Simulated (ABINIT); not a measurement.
# Quasiparticle gap of H3BrO (Cm) in ABINIT, part 3 of 3

Wanted: ground state, empty states, screening and self-energy for H3BrO (Cm).

ABINIT 10.8.3; PBEsol and many-body steps on it, plane waves. Known limits of the many-body steps: not at the basis limit; screening head approximate; coarse k mesh.

So far. Step 4 (Empty states on the mesh, 2×2×2 mesh, 92 bands): On this mesh the gap is 4.247 eV. Step 5 (Screening, 2×2×2 mesh, 84 bands, screening to 98 eV): Local fields lower ε∞ by 13 %. On a Γ-centred mesh this coarse the value itself is usually too large, while a short band sum pulls it down.

## Step 6: Self-energy, 2×2×2 mesh, 84 bands, screening to 98 eV

The self-energy is evaluated for the states that the input lists, and the levels follow from it, in one-shot runs by the linearised quasiparticle equation.

This step: G0W0 on PBEsol with spin-orbit coupling, plane waves, norm-conserving pseudopotentials.

File run.abi:

```
acell 3*1.0 Angstrom
rprim 
  3.486419000000 -2.476209000000 0.000000000000
  3.486419000000 2.476209000000 -0.000000000000
  -1.714341000000 -0.000000000000 4.084576000000
ntypat 3
znucl 1 35 8
natom 5
typat 1 1 1 2 3
xred 
  0.314472000000 0.314472000000 0.352441000000
  0.642675000000 0.307942000000 0.680036000000
  0.307942000000 0.642675000000 0.680036000000
  0.016087000000 0.016087000000 0.988660000000
  0.460242000000 0.460242000000 0.536286000000
pp_dirpath "pseudos"
pseudos "H.upf, Br.upf, O.upf"
ecut 36
nspinor 2
ngkpt 2 2 2
nshiftk 1
shiftk 0 0 0
kptopt 1
chksymbreak 0
istwfk *1
occopt 1
irdwfk 1
optdriver 4
nband 84
gwcalctyp 0
ecutsigx 36
symsigma 0
nkptgw 1
kptgw 
  0.0000000000 0.0000000000 0.0000000000
bdgw 
  13 20
ecuteps 3.6
irdscr 1
ppmodel 1
indata_prefix "in"
outdata_prefix "out"
tmpdata_prefix "tmp"
```

Command:

```
$ OMP_NUM_THREADS=1 mpirun -n 8 abinit run.abi > log
```

Numbers of over 12 decimals in the logs are rounded to 6 here.

What it wrote:

```text
.Version 10.8.3 of ABINIT. v10.8.2 released Aug 2026.

 Symmetries : space group Cm (#  8); Bravais mC (1-face-center monocl.)
[... echo of the input left out ...]
== DATASET  1 ==================================================================
-   mpi_nproc: 8, omp_nthreads: 1 (-1 if OMP is not activated)

--- !DatasetInfo
iteration_state: {dtset: 1, }
dimensions: {natom: 5, nkpt: 6, mband: 84, nsppol: 1, nspinor: 2, nspden: 1, mpw: 4928, }
cutoff_energies: {ecut:  36.0, pawecutdg:  -1.0, }
electrons: {nelect:   1.60000000E+01, charge:   0.00000000E+00, occopt:   1.00000000E+00, tsmear:   1.00000000E-02, }

 SIGMA: Calculation of the GW corrections

 Based on a program developped by R.W. Godby, V. Olevano, G. Onida, and L. Reining.
 Incorporated in ABINIT by V. Olevano, G.-M. Rignanese, and M. Torrent.
.Using double precision arithmetic ; gwpc =  8

[... cell and pseudopotentials left out ...]
--------------------------------------------------------------------------------

 ==== K-mesh for the wavefunctions ====
 Number of points in the irreducible wedge :     6
[... list of points left out ...]
 Together with  2 symmetry operations and time-reversal symmetry
 yields     8 points in the full Brillouin Zone.

 ==== Q-mesh for screening function ====
 Number of points in the irreducible wedge :     6
[... list of points left out ...]
 Together with  2 symmetry operations and time-reversal symmetry
 yields     8 points in the full Brillouin Zone.

 vcoul_init : cutoff-mode = AUXILIARY_FUNCTION
 q-points for optical limit:   1
     1)      0.000010    0.000020    0.000030
 setmesh: FFT mesh size selected  =    45x   45x   45
          total number of points  =        91125

 Number of electrons calculated from density =   16.0000; Expected =   16.0000
 average of density, n =  0.033619
 r_s =    1.9221
 omega_plasma =   17.6866 [eV]

 === KS Band Gaps ===
  >>>> For spin  1
   Minimum direct gap =   4.2474 [eV], located at k-point      :   0.0000  0.0000  0.0000
   Fundamental gap    =   4.2474 [eV], Top of valence bands at :   0.0000  0.0000  0.0000
                                       Bottom of conduction at :   0.0000  0.0000  0.0000
 SIGMA fundamental parameters:
 PLASMON POLE MODEL  1
 number of plane-waves for SigmaX                 4873
 number of plane-waves for SigmaC and W            159
 number of plane-waves for wavefunctions          4873
 number of bands                                    84
 number of independent spin polarizations            1
 number of spinorial components                      2
 number of k-points in IBZ                           6
 number of q-points in IBZ                           6
 number of symmetry operations                       2
 number of k-points in BZ                            8
 number of q-points in BZ                            8
 number of frequencies for dSigma/dE                 9
 frequency step for dSigma/dE [eV]                0.25
 number of omega for Sigma on real axis              0
 max omega for Sigma on real axis  [eV]           0.00
 zcut for avoiding poles [eV]                     0.10

 EPSILON^-1 parameters (SCR file):
 dimension of the eps^-1 matrix on file            159
 dimension of the eps^-1 matrix used               159
 number of plane-waves for wavefunctions          4873
 number of bands                                    84
 number of q-points in IBZ                           6
 number of frequencies                               2
 number of real frequencies                          1
 number of imag frequencies                          1

 matrix elements of self-energy operator (all in [eV])

 Perturbative Calculation

--- !SelfEnergy_ee
iteration_state: {dtset: 1, }
kpoint     : [   0.000,    0.000,    0.000, ]
spin       : 1
KS_gap     :    4.247
QP_gap     :    6.391
Delta_QP_KS:    2.144
data: !SigmaeeData |
     Band     E0 <VxcDFT>   SigX SigC(E0)      Z dSigC/dE  Sig(E)    E-E0       E
       13  -1.894 -13.251 -16.690   2.346   0.822  -0.216 -14.150  -0.899  -2.793
       14  -1.894 -13.251 -16.690   2.346   0.822  -0.216 -14.150  -0.899  -2.793
       15  -1.443 -12.898 -16.505   2.403   0.822  -0.217 -13.888  -0.990  -2.434
       16  -1.443 -12.898 -16.505   2.403   0.822  -0.217 -13.888  -0.990  -2.434
       17   2.804  -8.356  -4.215  -2.791   0.855  -0.170  -7.203   1.153   3.957
       18   2.804  -8.356  -4.215  -2.791   0.855  -0.170  -7.203   1.153   3.957
       19   6.679  -6.849  -2.663  -2.806   0.860  -0.163  -5.662   1.186   7.866
       20   6.679  -6.849  -2.663  -2.806   0.860  -0.163  -5.662   1.186   7.866

== END DATASET(S) ==============================================================
================================================================================

 -outvars: echo values of variables after computation  --------
           etotal      0.0000000000E+00
            nband          84
             nkpt           6
          spgroup           8
 [... the other variables as echoed above ...]

 Calculation completed.
```

It took 4.6 s on 8 MPI ranks of Arm Neoverse V2, shared host; peak memory 0.95 GiB.

This step gave:

| Item | Value |
| --- | --- |
| G0W0 gap on the points computed | 6.391 eV |
| starting gap on the mesh | 4.247 eV |
| k of the valence top | 0, 0, 0 |
| k of the conduction bottom | 0, 0, 0 |
| Z at the valence top | 0.822 |
| Z at the conduction bottom | 0.855 |
| least direct G0W0 gap on the computed points | 6.391 eV |

The gap on the mesh goes from 4.25 eV to 6.39 eV, a correction of +2.14 eV.

Limits: finite bands, cutoff and mesh; screening head approximate; coarse k mesh. v1 is the top filled band, c1 the lowest empty one. The levels before and after the correction (eV, zero at the valence-band top of each column):

|  | conduction bottom | valence top |
| --- | --- | --- |
| Kohn-Sham | 4.25 | 0.00 |
| G0W0 | 6.39 | 0.00 |

|  | level | energy (eV) |
| --- | --- | --- |
| Kohn-Sham | Γ v4-v3 | -0.450 |
| Kohn-Sham | Γ v2-v1 | 0.000 |
| Kohn-Sham | Γ c1-c2 | 4.247 |
| Kohn-Sham | Γ c3-c4 | 8.123 |
| G0W0 | Γ v4-v3 | -0.359 |
| G0W0 | Γ v2-v1 | 0.000 |
| G0W0 | Γ c1-c2 | 6.391 |
| G0W0 | Γ c3-c4 | 10.300 |

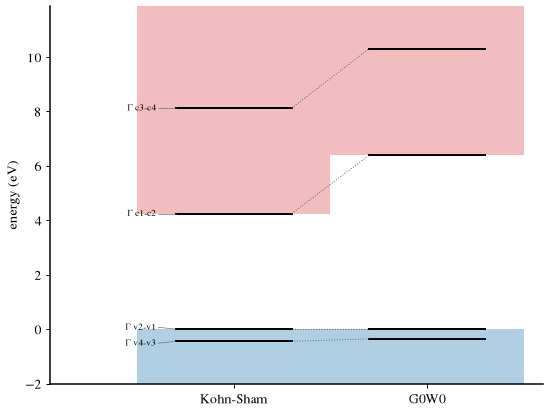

Levels before and after the correction. Shaded: valence and conduction bands.

## Step 7: Where the time went

Times are wall times on 8 MPI ranks of Arm Neoverse V2, shared host, good to a factor of about two.

| step | time | share | memory (GiB) |
| --- | --- | --- | --- |
| ground state | 48 s | 40 % | 0.75 |
| bands along the symmetry lines | 30 s | 25 % | 0.75 |
| empty states on the mesh | 32 s | 26 % | 0.68 |
| screening | 6.5 s | 5 % | 1.4 |
| self-energy | 4.6 s | 4 % | 0.95 |

## Step 8: What came out

```yaml
pbesol_gap: 4.25 eV, direct
g0w0_gap_on_the_mesh: 6.39 eV
gw_settings: 2×2×2 mesh, 84 bands, screening to 98 eV, Godby-Needs plasmon pole
known_limits: not at the basis limit; screening head approximate; coarse k mesh
```

In words: G0W0 moves the gap on the mesh from 4.25 eV to 6.39 eV (+2.14 eV), with Z of 0.82 and 0.85 at the edges. Local fields lower the RPA ε∞ on this mesh from 3.52 to 3.06; a Γ-centred mesh this coarse tends to raise both, most where the direct gap is narrow, while a short band sum lowers them. Only 1 of the mesh's irreducible points was corrected, so a valley elsewhere could overtake. The dearest step here is «ground state». Bands and cutoff are finite, so the gap is not at the basis limit. The miss can reach some tenths of an eV and take either sign; the mesh is an error of its own. In the G0W0 run levels were corrected at 1 k point alone, so a gap called «on the mesh» is the least over those, and an edge elsewhere would be missed. The 2×2×2 mesh is coarse for this cell, which bears on the long-range parts of exchange and screening. The long-wavelength limit of the screening leaves out the non-local commutator, which shifts ε∞.

[Paths, hosts, dates, memory and timing lines, banners, echoed tables and standing remarks are left out of the program output.]

[Logs are printed without paths, hosts, clocks, repeated set-up lines and the standing remarks that a program may print on its own settings, such as how far it seeks lower states.]

[Runs of the session that timed out or met a known fault of the program may be left out.]

[Hosts, paths, dates, database ids (printed as entryN), source tags and the programs' standing remarks are cut or masked in the printed files.]

[G0W0 gaps are taken among the corrected bands and points alone; a level outside them can change the order at an edge.]

[Where Ansatz stands beside ABINIT at settings called matched, ABINIT's density can come from a denser mesh and the files from another edition; pairs whose starting gaps differed by over 0.03 eV were left out, so agreement reads better than it is.]
